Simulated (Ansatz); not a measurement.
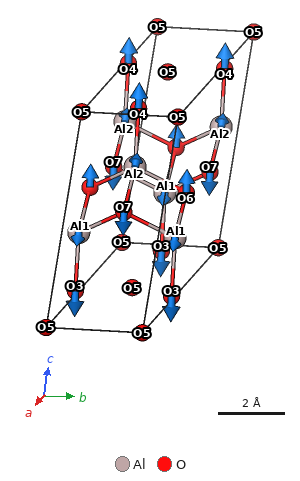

A relaxation of solid Al₂O₅ (a generated structure, set up in C2/m). The starting structure is drawn; blue arrows show the displacements (the part carried along by the change of the cell is left out), 5 times their true length.

Style: ball-and-stick. Shown: the conventional cell (2 times the calculation's cell), slightly off an axis. Lengths and directions refer to the drawn axes.

The calculation used DFT PBE, scalar-relativistic, plane waves, PAW (Ansatz 0.2.0). Set-up: plane-wave cutoff 420 eV; k-point mesh 10 × 10 × 6; occupations gaussian; smearing width 0.02 eV; no spin polarisation; cell and atoms relaxed; force threshold 0.005 eV/Å; at most 80 steps.

> Atoms of which element are displaced furthest, and by how much?

Oxygen: up to 0.16 Å, against 0.10 Å for aluminium.

> Describe the change and its energy.

Over 21 accepted moves (29 points after the start) the energy falls by 3.8 meV per atom. The largest force component goes from 0.046 to 0.003 eV/Å. The pressure goes from 0.02 to 0.00 GPa. The line search rejected the trial step at point 6 of the run. The SCF was repeated 7 times at an unchanged geometry on a basis and grid sized afresh for the cell, which shifted the energy by 0.6 meV per atom at most. The largest moves relative to the cell, 0.16 Å, are those of O3 and O4. O3 goes along [−1 0 −3]. Largest moves by element: O 0.16 Å, Al 0.10 Å. Cell: a 10.739 → 10.559 Å (−1.7 %), b 3.019 → 3.020 Å (0.0 %), c 7.497 → 6.715 Å (−10.4 %), β 132.2° → 125.4°. Volume −3.1 %. Some distances before and after: Al1–O3 1.791 → 1.783 Å, Al1–O7 1.778 → 1.772 Å. Among the angles between lasting bonds that change: O3–Al1–O6 138.7° → 134.2°. The space group stays C2/m (No. 12). The run took 5.4 min on 4 threads of Intel(R) Xeon(R) Processor @ 2.50GHz (Skylake/Cascade Lake), on a shared host, peak memory 0.65 GiB.

Limits of the set-up: layers or molecules are held without a dispersion correction, so their spacing is unreliable.
